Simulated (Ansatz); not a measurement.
## Electronic structure of Cl$_{3}$HSn···HBr in real space

The calculation's input:

```
crystal:
  periodic: [false, false, false]
  atoms:
    - { symbol: Sn, position_ang: [0.161117, 0.0, -0.149596] }
    - { symbol: H, position_ang: [-0.02612, 0.0, 1.572426] }
    - { symbol: Cl, position_ang: [2.450217, 0.0, -0.683904] }
    - { symbol: Cl, position_ang: [-0.778416, 1.92079, -1.109729] }
    - { symbol: Cl, position_ang: [-0.778416, -1.92079, -1.109729] }
    - { symbol: Br, position_ang: [-3.08197, 0.0, 1.819901] }
    - { symbol: H, position_ang: [-1.697513, 0.0, 2.39943] }
basis:
  gaussian: { orbitals: def2-SVP }
hamiltonian:
  xc: b3lyp
relax:
  f_tol: 0.03
  max_steps: 50
output:
  orbitals: {}
```

Launched as:

```sh
ansatz run input.yaml --threads 4 --pin off --max-ram 5120MiB --backend cpu --events-out ev --progress --plain --runs-dir out
```

The fields are those of the run's last geometry, not of the input's.

Core potentials replace the inner electrons of Sn.

All numbers below come from RKS B3LYP/def2-SVP in Ansatz.

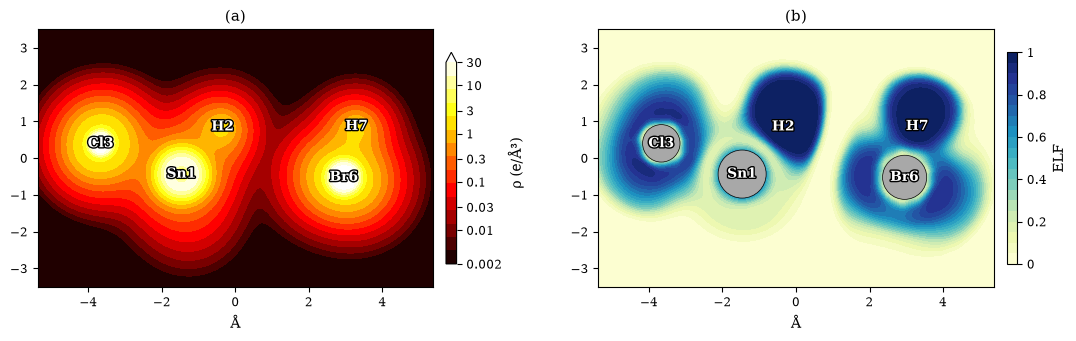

Figure 1. (a) electron density; (b) ELF on the plane of atoms H2, Sn1 and Cl3. Grey discs cover the atomic cores in the ELF map.

Question: Read the bonding off the picture.

Answer: Atoms in the plane: Sn, H, Cl and Br.
Sn1···Br6 (4.42 Å): the density falls to about 0.02 e/Å³ on the way; the ELF dips to about 0 between them: a weak contact between the two molecules.
Sn–Cl (2.35 Å): the density is about 0.53 e/Å³ at the midpoint; the ELF peaks at about 0.80 in the valence shell of Cl, 0.9 Å from its nucleus, and drops to about 0.15 between the two atoms.
Br–H (1.43 Å): ρ at the midpoint is about 1.6 e/Å³; the ELF climbs to about 1 towards the hydrogen, as it does in any bond to H.
Sn–H (1.70 Å): ρ is about 1.2 e/Å³ halfway; the ELF climbs to about 1 towards the hydrogen.
The ELF also peaks beside Br6 and Cl3, away from the bonds: lone-pair regions.

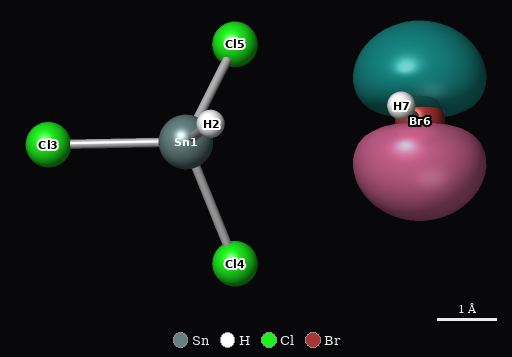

Figure 2. The HOMO at ±0.15 Å⁻³ᐟ² (teal and pink are the two phases), seen at a tilt.

Question: What is the character of this orbital?

Answer: Its weight (Hirshfeld) is mainly on Br6 (about 95 %); largely a lone pair of Br6. Its energy is −8.52 eV.

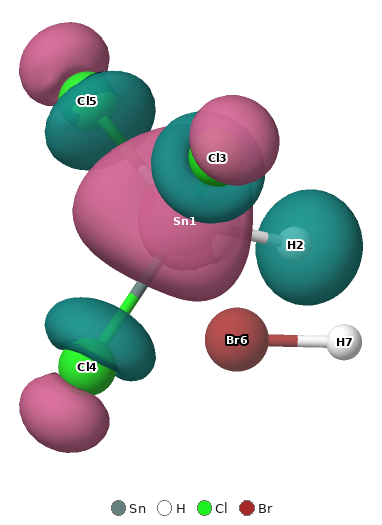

Figure 3. The LUMO at ±0.15 Å⁻³ᐟ² (teal and pink are the two phases), seen at an oblique angle.

Question: Where does this orbital lie, and at what energy?

Answer: By Hirshfeld shares it lies mainly on Sn1 (about 35 %), Cl4 (about 15 %), Cl5 (about 15 %), Cl3 (about 15 %) and H2 (about 15 %). Its energy is −2.70 eV.
